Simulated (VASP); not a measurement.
Band structure of Lu (hcp). Method: AM05 GGA, VASP's PBE PAW potentials (set 64) (plane waves; VASP).

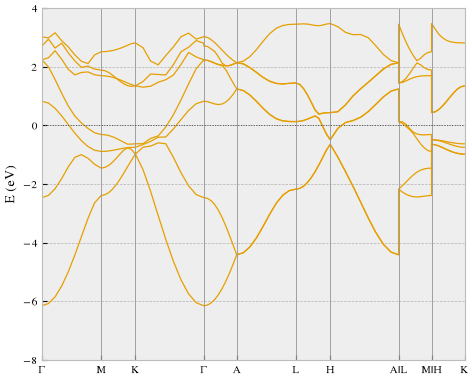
Bands along high-symmetry lines, zero at the valence-band maximum or, without a gap, the Fermi level

Task: Read the plot: is there a gap, and where are the band edges?

Result: It has no gap at this level: it comes out as a metal or semimetal. (Edges off the drawn lines would not show.)

The compound is Lu in the hcp structure. It was relaxed first.
